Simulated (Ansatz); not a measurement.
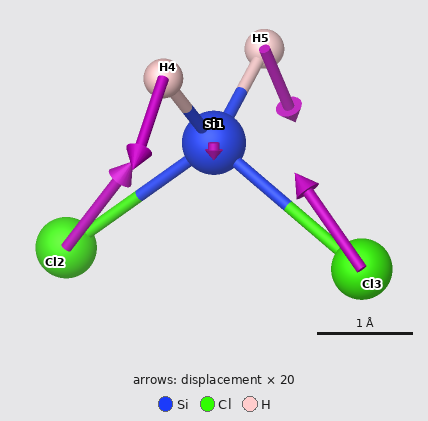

A relaxation of SiH2Cl2. The starting structure is drawn; purple arrows show the displacements, 20 times their true length. The two geometries are superimposed by the best rigid fit.

A ball-and-stick model, seen at a tilt.

The run prepares the start of a later molecular dynamics calculation, from a guessed geometry.

Theory: Ansatz 0.2.0, RKS B3LYP-D4/def2-mTZVP. Set-up: no spin polarisation; force threshold 0.02 eV/Å; at most 40 steps.

Q: Describe the change and its energy.

A: The energy falls by 0.086 eV in 2 geometry steps. Largest force component: 1.1 eV/Å at the start, 0.018 eV/Å at the end. The largest moves after the best rigid fit, 0.063 Å, are those of Cl2 and Cl3. By element the largest moves are Cl 0.063 Å, H 0.057 Å, Si 0.009 Å. Among the contacts that change: Si1–Cl2 2.130 → 2.064 Å, Si1–H4 1.459 → 1.470 Å. Bond angles that change, for instance: H4–Si1–H5 109.5° → 113.3°.
